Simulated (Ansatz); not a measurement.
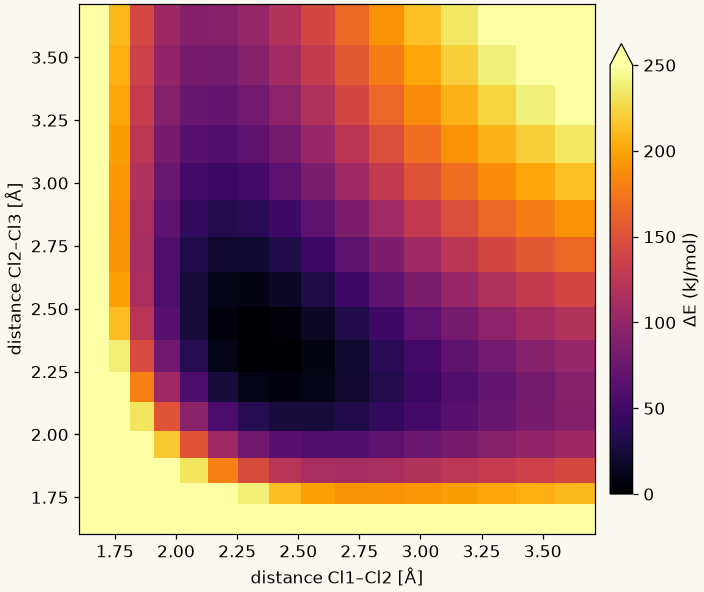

Energy landscape of the system Cl⁻ + Cl₂. Coordinates scanned: (1) distance Cl1–Cl2; (2) distance Cl2–Cl3. Nothing is relaxed (the angle Cl1–Cl2–Cl3 is fixed at 180 degrees). The scan uses a 17 × 17 grid; 153 points were computed and 136 follow by symmetry. Points are written as (first, second). All energies are given in kJ/mol relative to the lowest grid point. The reference is spin-restricted, so regions where a bond is pulled apart into radicals lie too high. The calculation used RKS PBE0-D4/def2-SVPD (Ansatz 0.2.0).

Drawn: one coloured cell a grid point, one colour for all values above the top of the scale. 

**Where are the wells?**

The lowest grid point is at (2.315 Å, 2.315 Å). No other kind of well shows on this grid. The highest grid point, (1.632 Å, 1.632 Å), lies 1262 kJ/mol above the lowest. Round the minimum the valley is somewhat tilted: raising distance Cl1–Cl2 shifts the best value of distance Cl2–Cl3 downwards (coupling k₁₂/√(k₁₁k₂₂) about 0.4).

The input of one point:

```yaml
crystal:
  periodic: [false, false, false]
  atoms:
    - { symbol: Cl, position_ang: [-2.315, 0.0, 0.0] }
    - { symbol: Cl, position_ang: [0.0, 0.0, 0.0] }
    - { symbol: Cl, position_ang: [2.315, 0.0, 0.0] }
total_charge: -1
basis:
  gaussian: { orbitals: def2-SVPD }
hamiltonian:
  xc: pbe0
  dispersion: d4
output:
  forces: true
```

Time for the 153 points that were run: 8.2 min on 1 thread of Arm Neoverse V1, on a shared host.
